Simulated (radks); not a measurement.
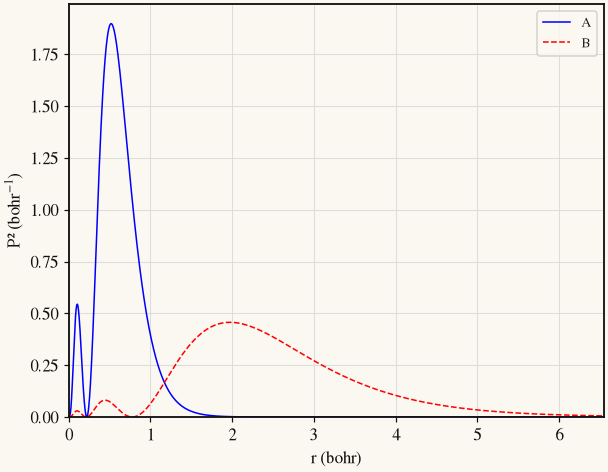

Atomic arsenic (As) in the configuration [Ar] 3d10 4s2 4p3 (high spin). Level of theory: scalar-relativistic Kohn-Sham, BLYP, spin-polarised, spherical densities, point nucleus. Computed with the in-house radial solver radks.

```
Z 33
configuration [Ar] 3d10 4s2 4p3
relativity scalar-relativistic
functional b88,lyp
spin polarised
nucleus point
c 137.035999084
```

The run was one of a batch (task.json lists them), launched with:
```bash
python run_ks.py task.json out
```

The plot shows the radial probability densities P² of 4p up and 3p up.

Which curve belongs to which orbital?

Answer. A is 3p up; B is 4p up. 3p up: outer maximum at 0.521 bohr, ⟨r⟩ = 0.618 bohr, 1 node, eigenvalue −133.1 eV; 4p up: outer maximum at 1.97 bohr, ⟨r⟩ = 2.52 bohr, 2 nodes, eigenvalue −5.60 eV.
